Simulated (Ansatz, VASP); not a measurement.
# NaF (Villiaumite): VASP beside Ansatz

Aim: how closely do two programs agree when they are given the same cell, functional and k mesh?

Main program and level: Ansatz 0.2.0; plane waves, with VASP 6.6.1 beside it; relaxation of cell and atoms at PBEsol.

The database entry behind the starting cell differs from later determinations by our own check (0.1 to 0.3 % short, probably kX units), so it need not match the best structure at ambient conditions.

## (1) Starting point

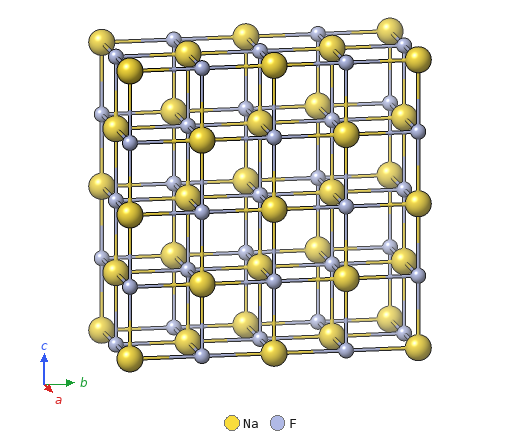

Start, viewed slightly off an axis; sodium yellow, fluorine light blue. 1×2×2 cells are drawn. This picture shows the conventional cell, with its axes. Some periodic images of atoms are drawn too.

As a file:

```cif
data_structure
_symmetry_space_group_name_H-M 'P 1'
_symmetry_Int_Tables_number 1
_cell_length_a 3.2668
_cell_length_b 3.2668
_cell_length_c 3.2668
_cell_angle_alpha 60.000
_cell_angle_beta 60.000
_cell_angle_gamma 60.000
_cell_volume 24.65
loop_
_atom_site_label
_atom_site_type_symbol
_atom_site_fract_x
_atom_site_fract_y
_atom_site_fract_z
_atom_site_occupancy
Na1 Na 0.00000 0.00000 0.00000 1
F2 F 0.50000 0.50000 0.50000 1
```

## (2) Ansatz: relaxation of cell and atoms, PBEsol

Ansatz runs on its default PAW (the set named soft_2) files.

The relaxed volume is the usual yardstick between codes: its relative difference is about their pressure difference at one cell divided by the bulk modulus.

input.yaml

```yaml
crystal:
  lattice:
    - [0.0, 2.31, 2.31]
    - [2.31, 0.0, 2.31]
    - [2.31, 2.31, 0.0]
  atoms:
    - { symbol: Na, position: [0.0, 0.0, 0.0] }
    - { symbol: F, position: [0.5, 0.5, 0.5] }
hamiltonian:
  xc: pbesol
  pseudopotentials: { kind: paw }
kpoints:
  mp_grid: { grid: [10, 10, 10] }
scf:
  occupations: { method: fermi_dirac, width: 0.05 }
relax:
  f_tol: 0.01
  max_steps: 60
  cell: { stress_tol: 0.05 }
output:
  forces: true
  stress: true
```

Command:

```sh
ansatz run input.yaml --threads 4 --pin off --max-ram 9216MiB --backend cpu --events-out ev --progress --plain --runs-dir out
```

Numbers of over 12 decimals in the logs are rounded to 6 here.

Log:

```text
Engine: ansatz 0.2.0, x86_64-unknown-linux-gnu
Pseudopotentials: kind: paw
Pseudopotential: Na, paw, valence charge 9, recommended cutoff 420 eV (normal), Na.paw.azcp
Pseudopotential: F, paw, valence charge 7, recommended cutoff 420 eV (normal), F.paw.azcp
Functional definition: PBEsol
  exchange = pbesol_x
  correlation = pbesol_c
Crystal: 2 atoms, lattice volume = 24.653 Å³
Basis set: ecut = 420 eV, 531 PW (Γ), exchange–correlation on 48×48×48 points (8 copies of the dense FFT grid, shifted against one another)
Bands: 12, of which v1, the nominal top of the filled ones, is band 8 counted from 1 (7 counted from 0)
Symmetry: 48 space group operations
Space group: Fm-3m (ITA 225), of the structure as read, at distance tolerance 2.9e-5 Å
k-points: 47 of 1000
Non-local potential: Na, projectors of the file, l = 0: 3, l = 1: 2, l = 2: 1
Non-local potential: F, projectors of the file, l = 0: 2, l = 1: 2, l = 2: 1
PAW form: soft (Blöchl's): semilocal exchange-correlation on the pseudo side does not see the compensation charge
PAW frozen core: Na, regenerated for the run's functional, and the local potential with it (the file was generated under x = pbe(κ = 0.804, μ = 0.219515), c = pbe(β = 0.066725))
PAW frozen core: F, regenerated for the run's functional, and the local potential with it (the file was generated under x = pbe(κ = 0.804, μ = 0.219515), c = pbe(β = 0.066725))
PAW one-centre angular grid: Na, 110 points (default); XC on 64 Gauss nodes
PAW one-centre angular grid: F, 110 points (default); XC on 64 Gauss nodes
Initial density: superposition of atomic densities (neutral atoms: chi_scale 0, normalization atom), corrected by the library's trained network
Initial wavefunctions: pseudopotential atomic-orbital guess
Functional: x = pbesol(κ = 0.804, μ = 0.123457), c = pbesol(β = 0.046)
SCF iter   1: F=—  HF=-2278.929635 eV  |F-HF|=—  |Δ(HF+E_count)|=         —  Δρ=1.16e-2  dr2=2.01e-2  ethr=1.77e-3  ⟨swp⟩=5.1  Hψ=3124  notcnv=0
preconditioner: auto → none  [insulator: Δε(μ)=6.070 eV  Ē_g=26.154 eV  σ=0.050 eV  W_gap=1.00  n_scr=8 (ndim 8)  ℏωp=28.0 eV  f_vac=0.108  D(μ)=0.00/eV (n_scr^D=0)  ε∞_Penn≈2.1]
SCF iter   2: F=—  HF=-2278.923241 eV  |F-HF|=—  |Δ(HF+E_count)|=   6.39e-3  Δρ=4.92e-3  dr2=3.28e-3  ethr=1.25e-4  ⟨swp⟩=2.0  Hψ=1285  notcnv=0
SCF iter   3: F=—  HF=-2278.922235 eV  |F-HF|=—  |Δ(HF+E_count)|=   1.01e-3  Δρ=4.79e-4  dr2=3.78e-5  ethr=2.05e-5  ⟨swp⟩=2.0  Hψ=843  notcnv=0
SCF iter   4: F=—  HF=-2278.922248 eV  |F-HF|=—  |Δ(HF+E_count)|=   1.29e-5  Δρ=1.15e-4  dr2=7.57e-7  ethr=2.36e-7  ⟨swp⟩=2.0  Hψ=940  notcnv=0
SCF iter   5: F=—  HF=-2278.922250 eV  |F-HF|=—  |Δ(HF+E_count)|=   2.99e-6  Δρ=4.90e-5  dr2=4.29e-7  ethr=4.73e-9  ⟨swp⟩=2.0  Hψ=892  notcnv=0
SCF iter   6: F=-2278.922250 eV  HF=-2278.922250 eV  |F-HF|=6.40e-9  |Δ(HF+E_count)|=   7.63e-8  Δρ=7.50e-6  dr2=9.93e-9  ethr=6.25e-10  ⟨swp⟩=3.0  Hψ=1960  notcnv=0
SCF 1 converged in 6 iterations: F = -2278.922250 eV  dr2 = 9.93e-9
  greatest PAW one-centre occupation: 0.999 electrons in one spin orbital (limit 2), on the Na atom at site 0 (counted from 0), in its partial waves of l = 0
relax step   1: F+E_penalty+E_count = -2278.92225041 eV  Δ(F+E_penalty+E_count) = +0.000e0 eV  max|allowed force component| = 1.603e-29 eV/Å  Δτ_max = 0.0000 Å  P = +0.289 GPa  Ω = 24.653 Å³  (6 SCF iters, dr2 threshold 1.00e-7 eV, accepted)
[...]
relax step   2: F+E_penalty+E_count = -2278.92216646 eV  Δ(F+E_penalty+E_count) = +8.395e-5 eV  max|allowed force component| = 7.001e-30 eV/Å  Δτ_max = 0.0000 Å  P = +0.176 GPa  Ω = 24.702 Å³  energy of the carried Pulay correction = -1.552e-4 eV  (4 SCF iters, dr2 threshold 2.00e-7 eV, accepted)
[...]
relax step   3: F+E_penalty+E_count = -2278.92196514 eV  Δ(F+E_penalty+E_count) = +2.013e-4 eV  max|allowed force component| = 8.365e-30 eV/Å  Δτ_max = 0.0000 Å  P = +0.001 GPa  Ω = 24.780 Å³  energy of the carried Pulay correction = -3.993e-4 eV  (4 SCF iters, dr2 threshold 7.76e-8 eV, accepted)
[...]
relax step   4: F+E_penalty+E_count = -2278.92243295 eV  Δ(F+E_penalty+E_count) = -4.678e-4 eV  max|allowed force component| = 1.378e-29 eV/Å  Δτ_max = 0.0000 Å  P = +0.036 GPa  Ω = 24.780 Å³  stress off target by 3.59e-2 GPa  SCF on the basis re-selected at this cell (its energy is not comparable with the rows above)  (6 SCF iters)
basis re-selected at this cell: Δ(F+E_penalty+E_count) = -4.678e-4 eV, ΔP = +0.035 GPa vs the last step (what re-selecting the basis moved, of the pressure what is left beyond the Pulay correction that the steps carried, after the strain that the cell walked since its last selection, with what the two solves' SCF thresholds leave and, on support functions, any second-order correction that the steps lacked; it is no m [...]
SCF converged after 6 iterations
Free energy (F): -2278.922433 eV
Harris-Foulkes:  -2278.922433 eV  (|F-HF|=4.55e-13)
Internal energy: -2278.922433 eV  (E = F + TS)
E sigma→0 (E₀):  -2278.922433 eV
Fermi energy:    4.150890 eV
--- Per-component energies (eV) ---
  E_band       = -232.548172
  E_kinetic    = 328.477738
  E_local      = -1688.833388  (includes V_loc(G=0)·N_el)
  E_nonlocal   = 189.834469
  E_hartree    = 597.499921
  E_xc         = -118.096754
  E_vxc        = -152.459173  (∫ρ·V_xc dr)
  E_paw        = -447.020404  (= ΣΔE_a)
  E_vpaw       = -104.569641  (= ΣTr[D̂ρ^β])
  E_aug_tail   = 0.001978  (compensation charges beyond the density's cutoff)
  E_ewald      = -1140.883130
  E_core_change = 0.097136  (= ΣΔE_core)
  E_smearing   = -0.000000  (= −TS)
  E_closure    = 0.000000  (closes the sum)
  Σ components = -2278.922433   (vs F -2278.922433, Δ=0.00e0)
--- Forces (eV/Å), atoms counted from 1 ---
  atom   1  Na    -0.00000000     0.00000000     0.00000000
  atom   2  F      0.00000000    -0.00000000    -0.00000000
  max |Σ_I F_I| component: 2.71e-29 eV/Å
--- Stress (GPa, compression-positive) ---
        0.035910      -0.000000      -0.000000
       -0.000000       0.035910      -0.000000
       -0.000000      -0.000000       0.035910
  P = ⅓ Tr σ = 0.0359 GPa (0.359 kbar)
--- Relaxed structure (3 steps of the walk, 3 accepted, 1 SCFs on fresh bases) ---
  F+E_penalty+E_count = -2278.92243295 eV   max|allowed force component| = 1.378e-29 eV/Å   (the final SCF, on the basis selected at the relaxed cell)
  cell:  # Å, volume = 24.7797 Å³
    - [0, 2.313956, 2.313956]
    - [2.313956, 0, 2.313956]
    - [2.313956, 2.313956, 0]
  atoms:
    - { symbol: Na, position: [0, 0, 0] }
    - { symbol: F, position: [0.5, 0.5, 0.5] }
```

It took 5.8 s on 4 threads of AMD EPYC 9R45, shared host; peak memory 0.43 GiB; 2.2 s of CPU time.

## (3) VASP: relaxation of cell and atoms, PBEsol

The same cell, functional, mesh and smearing now go to VASP, with its own data sets and cutoff.

Lines of VASP's logs that name or quote its potential files are left out, and so is its time.

INCAR

```
SYSTEM = NaF
PREC = Accurate
ENCUT = 560
EDIFF = 1E-06
NELM = 100
ISMEAR = -1
SIGMA = 0.05
LREAL = .FALSE.
ALGO = Normal
GGA = PS
NBANDS = 13
LORBIT = 11
LWAVE = .FALSE.
LCHARG = .FALSE.
KPAR = 2
IBRION = 2
NSW = 60
ISIF = 3
EDIFFG = -0.01
```

POSCAR

```
NaF
1.0
    0.0000000000      2.3100000000      2.3100000000
    2.3100000000      0.0000000000      2.3100000000
    2.3100000000      2.3100000000      0.0000000000
Na F
1 1
Direct
    0.0000000000      0.0000000000      0.0000000000
    0.5000000000      0.5000000000      0.5000000000
```

KPOINTS

```
Automatic mesh
0
Gamma
10 10 10
0 0 0
```

Potentials, in the order of the species: Na_pv and F (PBE family, release 64).

Command:

```sh
mpirun -np 2 vasp_std
```

Log:

```text
[banner, memory and clock lines left out]
running    2 mpi-ranks, on    1 nodes
 distrk:  each k-point on    1 cores,    2 groups
 distr:  one band on    1 cores,    1 groups

 POSCAR found type information on POSCAR NaF
 POSCAR found :  2 types and       2 ions
|                                                                             |
|               ----> ADVICE to this user running VASP <----                  |
|                                                                             |
|     You enforced a specific xc type in the INCAR file but a different       |
|     [... a line on the potential file left out ...]
|     I HOPE YOU KNOW WHAT YOU ARE DOING!                                     |
|                                                                             |

 LDA part: xc-table for (Slater+PW92), standard interpolation
 POSCAR, INCAR and KPOINTS ok, starting setup
 FFT: planning ... GRIDC
 FFT: planning ... GRID_SOFT
 FFT: planning ... GRID
 WAVECAR not read
 entering main loop
       N       E                     dE             d eps       ncg     rms          rms(c)
DAV:   1     0.115059861033E+03    0.11506E+03   -0.82199E+03  1237   0.138E+03
DAV:   2    -0.353167672730E+01   -0.11859E+03   -0.10923E+03  1317   0.373E+02
DAV:   3    -0.948691871890E+01   -0.59552E+01   -0.59412E+01  1517   0.771E+01
DAV:   4    -0.953688295819E+01   -0.49964E-01   -0.49962E-01  1342   0.760E+00
DAV:   5    -0.953740919321E+01   -0.52624E-03   -0.52623E-03  1497   0.777E-01    0.491E+00
DAV:   6    -0.878458515480E+01    0.75282E+00   -0.27571E+00  1442   0.157E+01    0.181E+00
DAV:   7    -0.876981808922E+01    0.14767E-01   -0.28111E-02  1232   0.222E+00    0.102E+00
DAV:   8    -0.876854108449E+01    0.12770E-02   -0.25456E-02  1242   0.368E+00    0.144E-01
DAV:   9    -0.876906453303E+01   -0.52345E-03   -0.42228E-03  1472   0.665E-01    0.111E-01
DAV:  10    -0.876894828425E+01    0.11625E-03   -0.90750E-04  1292   0.366E-01    0.132E-02
DAV:  11    -0.876895089862E+01   -0.26144E-05   -0.41873E-05  1322   0.146E-01    0.606E-03
DAV:  12    -0.876895115802E+01   -0.25940E-06   -0.52059E-06  1441   0.341E-02
   1 F= -.87689512E+01 E0= -.87689512E+01  d E =-.876895E+01
 curvature:   0.00 expect dE= 0.000E+00 dE for cont linesearch  0.000E+00
 trial: gam= 0.00000 g(F)=  0.690E-59 g(S)=  0.111E-03 ort = 0.000E+00 (trialstep = 0.100E+01)
 search vector abs. value=  0.111E-03
 bond charge predicted
       N       E                     dE             d eps       ncg     rms          rms(c)
DAV:   1    -0.877010451309E+01   -0.11536E-02   -0.18516E-02  1482   0.208E+00    0.256E-01
DAV:   2    -0.876915001305E+01    0.95450E-03   -0.34166E-03  1507   0.593E-01    0.689E-02
DAV:   3    -0.876908542996E+01    0.64583E-04   -0.15052E-04  1392   0.259E-01    0.352E-02
DAV:   4    -0.876905737922E+01    0.28051E-04   -0.19713E-05  1492   0.153E-01    0.621E-03
DAV:   5    -0.876905589042E+01    0.14888E-05   -0.33052E-06  1024   0.271E-02    0.153E-03
DAV:   6    -0.876905553375E+01    0.35667E-06   -0.43085E-07   641   0.119E-02
   2 F= -.87690555E+01 E0= -.87690555E+01  d E =-.104376E-03
 trial-energy change:   -0.000104  1 .order   -0.000087   -0.000111   -0.000064
 step:   1.3448(harm=  2.3674)  dis= 0.00000  next Energy=    -8.769067 (dE=-0.116E-03)
 bond charge predicted
       N       E                     dE             d eps       ncg     rms          rms(c)
DAV:   1    -0.876920088377E+01   -0.14499E-03   -0.21817E-03  1477   0.715E-01    0.877E-02
DAV:   2    -0.876908915773E+01    0.11173E-03   -0.40111E-04  1502   0.203E-01    0.237E-02
DAV:   3    -0.876908132415E+01    0.78336E-05   -0.17657E-05  1387   0.893E-02    0.121E-02
DAV:   4    -0.876907763599E+01    0.36882E-05   -0.22765E-06  1080   0.527E-02    0.209E-03
DAV:   5    -0.876907740720E+01    0.22879E-06   -0.40157E-07   616   0.101E-02
   3 F= -.87690774E+01 E0= -.87690774E+01  d E =-.126249E-03
 curvature:  -0.52 expect dE=-0.712E-05 dE for cont linesearch -0.712E-05
 trial: gam=-0.22789 g(F)=  0.262E-59 g(S)=  0.136E-04 ort = 0.388E-04 (trialstep = 0.107E+01)
 search vector abs. value=  0.168E-05
 reached required accuracy - stopping structural energy minimisation
```

From OUTCAR (step 3):

```text
ion  position               nearest neighbor table
   1  0.000  0.000  0.000-   2 2.31   2 2.31   2 2.31   2 2.31   2 2.31   2 2.31
   2  0.500  0.500  0.500-   1 2.31   1 2.31   1 2.31   1 2.31   1 2.31   1 2.31

  LATTYP: Found a face centered cubic cell.
 ALAT       =     4.6200000000

 Subroutine GETGRP returns: Found 48 space group operations
 (whereof 48 operations were pure point group operations)

The static configuration has the point symmetry O_h .

 Found     47 irreducible k-points:

   k-points           NKPTS =     47   k-points in BZ     NKDIM =     47   number of bands    NBANDS=     13

   dimension x,y,z NGX =    28 NGY =   28 NGZ =   28
   dimension x,y,z NGXF=    56 NGYF=   56 NGZF=   56

   ENCUT  =  560.0 eV  41.16 Ry    6.42 a.u.   6.30  6.30  6.30*2*pi/ulx,y,z

   NELECT =      14.0000    total number of electrons

 k-points in reciprocal lattice and weights: Automatic mesh
   0.00000000  0.00000000  0.00000000       0.001
   0.10000000  0.00000000  0.00000000       0.008
   0.20000000  0.00000000  0.00000000       0.008
   0.30000000  0.00000000  0.00000000       0.008
   0.40000000  0.00000000  0.00000000       0.008
   0.50000000  0.00000000  0.00000000       0.004
   0.10000000  0.10000000  0.00000000       0.006
   0.20000000  0.10000000  0.00000000       0.024
   0.30000000  0.10000000  0.00000000       0.024
[...]
-0.30000000  0.40000000  0.20000000       0.024
  -0.30000000  0.50000000  0.20000000       0.012

 average (electrostatic) potential at core
       1 -46.6195       2 -77.3045

 E-fermi :  -1.0989

 k-point     1 :       0.0000    0.0000    0.0000
  band No.  band energies     occupation
    ...
      3     -20.9076      2.00000
      4     -20.9076      2.00000
      5      -2.1541      2.00000
      6      -2.1541      2.00000
      7      -2.1541      2.00000
      8       4.0344      0.00000
      9      16.7264      0.00000
     10      16.7264      0.00000
     11      16.7264      0.00000
     12      19.4206      0.00000
    ...

 k-point     2 :       0.1000    0.0000    0.0000
  band No.  band energies     occupation
    ...
      3     -20.9088      2.00000
      4     -20.7613      2.00000
      5      -2.3575      2.00000
      6      -2.1797      2.00000
      7      -2.1797      2.00000
      8       4.3968      0.00000
      9      15.4041      0.00000
     10      16.8840      0.00000
     11      16.8840      0.00000
     12      20.9055      0.00000
    ...

 k-point     3 :       0.2000    0.0000    0.0000
  band No.  band energies     occupation
    ...
      3     -20.9120      2.00000
      4     -20.5352      2.00000
      5      -2.8232      2.00000
      6      -2.2458      2.00000
      7      -2.2458      2.00000
      8       5.3255      0.00000
      9      13.6336      0.00000
     10      17.2804      0.00000
     11      17.2804      0.00000
     12      20.7784      0.00000
    ...

  Total        0.0137316      0.0137316      0.0137316      0.0000000      0.0000000      0.0000000
  in kB        0.8890267      0.8890267      0.8890267      0.0000000      0.0000000      0.0000000
  external PRESSURE =       0.8890267 kB  Pullay stress =       0.0000000 kB

  energy-cutoff  :      560.00
  volume of cell :       24.75
      direct lattice vectors                 reciprocal lattice vectors
     0.000000000  2.312928978  2.312928978    -0.216176115  0.216176115  0.216176115
     2.312928978  0.000000000  2.312928978     0.216176115 -0.216176115  0.216176115
     2.312928978  2.312928978 -0.000000000     0.216176115  0.216176115 -0.216176115

 POSITION                                       TOTAL-FORCE (eV/Angst)
 -----------------------------------------------------------------------------------
      0.00000      0.00000      0.00000         0.000000      0.000000      0.000000
      2.31293      2.31293      2.31293        -0.000000     -0.000000     -0.000000
 -----------------------------------------------------------------------------------
    total drift:                                0.000000      0.000000      0.000000

  FREE ENERGIE OF THE ION-ELECTRON SYSTEM (eV)
  ---------------------------------------------------
  free  energy   TOTEN  =        -8.7690774072 eV

  energy  without entropy=       -8.7690774071  energy(sigma->0) =       -8.76907741

 reached required accuracy - stopping structural energy minimisation

 total charge
# of ion       s       p       d       tot
------------------------------------------
    1        0.051   5.997   0.000   6.048
    2        1.723   4.370   0.000   6.093
--------------------------------------------------
tot          1.774  10.367   0.000  12.141

[... 3 further parts left out ...]
```

## (4) Comparison

Known differences besides the PAW data sets themselves: both relaxations stop at a tolerance, which leaves soft axes loose, and VASP keeps its plane-wave basis; the data sets hold 16 valence electrons in Ansatz (default PAW (the set named soft_2) files) and 14 in VASP; the cutoff is 420 eV in Ansatz and 560 eV in VASP; Ansatz makes its cores anew for this functional, VASP keeps those of its PBE data sets; VASP leaves aspherical gradient terms in its spheres out (LASPH is not set), Ansatz keeps them; Ansatz adds a Pulay correction to the stress that steers its cell, VASP none. Total energies have different zeros and are not compared.

The two programs side by side:

```tsv
quantity	Ansatz	VASP	difference
volume (Å³)	24.78	24.75	+0.13 %
edge a after relaxation, in the typed setting (Å)	3.272	3.271	+0.04 %
```

The walks stopped with 0.04 GPa left in Ansatz and 0.09 GPa in VASP; each walk ends within a tolerance, so the volume difference is uncertain by about these residues over the bulk modulus, most in soft cells.

## (5) What came out

```yaml
difference_in_volume_relaxation_of_cell_and_atoms_pbesol: 0.13 %
```

**Reading.** The difference in volume is 0.13 % (relaxation of cell and atoms, PBEsol), within the 1.2 % picked in this series as the mark of a large difference, as far as the stopping tolerances let one tell. Differences of this kind measure data sets and numerical settings, not the functional's error against experiment.

[Lines on the potential files, build, host, timing and source positions are cut from VASP's logs without a mark.]

[Logs are printed without paths, hosts, clocks, repeated set-up lines and the standing remarks that a program may print on its own settings, such as how far it seeks lower states.]

[Hosts, paths, dates, database ids (printed as entryN), source tags and the programs' standing remarks are cut or masked in the printed files.]
